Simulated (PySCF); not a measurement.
**CH2ClF (chlorofluoromethane) at 5 levels**

Aim: a comparison of 5 runs (B3LYP/aug-cc-pVDZ, M06-L/aug-cc-pVDZ, TPSS/aug-cc-pVDZ, r2SCAN/aug-cc-pVDZ, SCS-MP2/aug-cc-pVDZ) of CH2ClF (chlorofluoromethane). Input form: a Python script.

The results are computed with PySCF 2.14.0.

1 further run of the same task is left out (set aside as unsound or not needed).

**1. The structure to begin with**

CH2ClF has 5 atoms, charge 0, and is taken as a singlet. SMILES: `FCCl`. Geometry: relaxed at PBE0-D4/def2-TZVP.

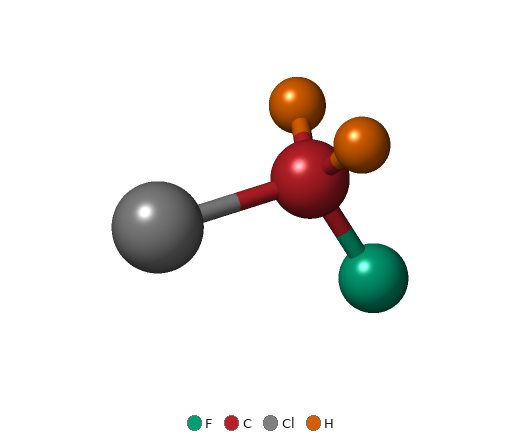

Viewed from a chosen angle; fluorine teal, carbon red, chlorine grey, hydrogen orange.

**2. A single-point energy at B3LYP/aug-cc-pVDZ (run 1)**

input.py reads:

```python
from pyscf import gto, dft

mol = gto.M(
    atom=[
    ('F', (-0.970450, 0.560520, 0.766500)),
    ('C', (0.083560, 0.089320, 0.058070)),
    ('Cl', (-0.422970, -1.232890, -0.998060)),
    ('H', (0.832130, -0.302600, 0.745580)),
    ('H', (0.477720, 0.885670, -0.572080)),
],
    spin=0,
    verbose=3,
    max_memory=1860,
    basis='aug-cc-pvdz',
    charge=0,
)

mf = dft.RKS(mol)
mf.xc = 'b3lyp'
mf.grids.level = 5
mf.conv_tol = 1e-10
mf.kernel()
if not mf.converged:
    mf = mf.newton().run(mf.mo_coeff, mf.mo_occ)

etot = mf.e_tot
print('E = %.10f Eh' % etot)
```

Launch:

```bash
$ OMP_NUM_THREADS=1 python input.py
```

The log of the run:

```text
converged SCF energy = -599.381935378427
E = -599.3819353784 Eh
```

It took 14 s on 1 thread of Arm Neoverse V1, shared host; peak memory 0.44 GiB.

**3. The energy at M06-L/aug-cc-pVDZ (run 2)**

input.py reads:

```python
from pyscf import gto, dft

molecule = gto.Mole()
molecule.atom = '''
F     -1.833885     1.059229     1.448475
C      0.157906     0.168790     0.109736
Cl    -0.799297    -2.329824    -1.886060
H      1.572498    -0.571831     1.408942
H      0.902760     1.673674    -1.081075
'''
molecule.verbose = 3
molecule.max_memory = 1860
molecule.unit = 'bohr'
molecule.basis = 'aug-cc-pvdz'
molecule.charge = 0
molecule.build()

myscf = dft.RKS(molecule, xc='m06-l')
myscf.conv_tol = 1e-10
myscf.grids.level = 5
myscf.kernel()
if not myscf.converged:
    myscf = myscf.newton().run(myscf.mo_coeff, myscf.mo_occ)

e_tot = myscf.e_tot
print(f'total energy: {e_tot:.8f} hartree')
```

Launch:

```bash
$ OMP_NUM_THREADS=1 python input.py
```

The log of the run:

```text
converged SCF energy = -599.341418017822
total energy: -599.34141802 hartree
```

It took 26 s on 1 thread of Arm Neoverse V1, shared host; peak memory 0.5 GiB.

Runs 3 to 4 aren't shown in full; the table further down has their settings and results.

**4. The energy at SCS-MP2/aug-cc-pVDZ (run 5)**

run.py reads:

```python
# FCCl
from pyscf import gto, mp

mol = gto.M(
    atom='''
F   -0.970450   0.560520   0.766500
C    0.083560   0.089320   0.058070
Cl  -0.422970  -1.232890  -0.998060
H    0.832130  -0.302600   0.745580
H    0.477720   0.885670  -0.572080
''',
    max_memory=1860,
    spin=0,
    charge=0,
    basis='aug-cc-pvdz',
    verbose=3,
)

mf = mol.RHF()
mf.conv_tol = 1e-10
mf.kernel()
if not mf.converged:
    mf = mf.newton().run(mf.mo_coeff, mf.mo_occ)

pt = mp.MP2(mf, frozen=7).run()
e_tot = mf.e_tot + 1.2 * pt.e_corr_os + pt.e_corr_ss / 3
print(f'total energy: {e_tot:.8f} hartree')
```

Launch:

```bash
$ OMP_NUM_THREADS=1 python run.py
```

The log of the run:

```text
converged SCF energy = -597.982866417025
E(RMP2) = -598.480524008344  E_corr = -0.497657591319313
E(SCS-RMP2) = -598.467560384762  E_corr = -0.484693967737442
total energy: -598.46756038 hartree
```

It took 2.1 s on 1 thread of Arm Neoverse V1, shared host; peak memory 0.21 GiB.

**5. Overview of the runs**

```csv
run,level,integration grid,frozen core orbitals,energy (Eh),dipole moment (D) of the reference,HOMO energy (eV),LUMO energy (eV),wall time
1,B3LYP/aug-cc-pVDZ,5,–,-599.381935,1.82,-8.64,-0.42,14 s
2,M06-L/aug-cc-pVDZ,5,–,-599.341418,1.79,-7.72,-0.48,26 s
3,TPSS/aug-cc-pVDZ,5,–,-599.402973,1.78,-7.55,-0.63,26 s
4,r2SCAN/aug-cc-pVDZ,5,–,-599.269189,1.81,-7.76,-0.32,26 s
5,SCS-MP2/aug-cc-pVDZ,–,7,-598.467560,2.05,-12.37,0.94,2.1 s
```

**6. What came out**

```
                                          quantity          value
                               run 5: total energy  -598.46756 Eh
       run 5: dipole moment (Hartree–Fock density)         2.05 D
        run 5: HOMO energy (Hartree–Fock orbitals)      -12.37 eV
        run 5: LUMO energy (Hartree–Fock orbitals)        0.94 eV
      run 5: HOMO–LUMO gap (Hartree–Fock orbitals)       13.30 eV
run 5: correlation energy (7 core orbitals frozen)     -484.7 mEh
```

**Reading.** Over runs 1, 2, 3, 4 the dipole moment (its size) runs from 1.78 D (TPSS/aug-cc-pVDZ) to 1.82 D (B3LYP/aug-cc-pVDZ). Over runs 1, 2, 3, 4 the HOMO–LUMO gap runs from 6.92 eV (TPSS/aug-cc-pVDZ) to 8.23 eV (B3LYP/aug-cc-pVDZ). Totals of different functionals can't be ranked against each other. All runs together took 93 s, the longest 26 s.
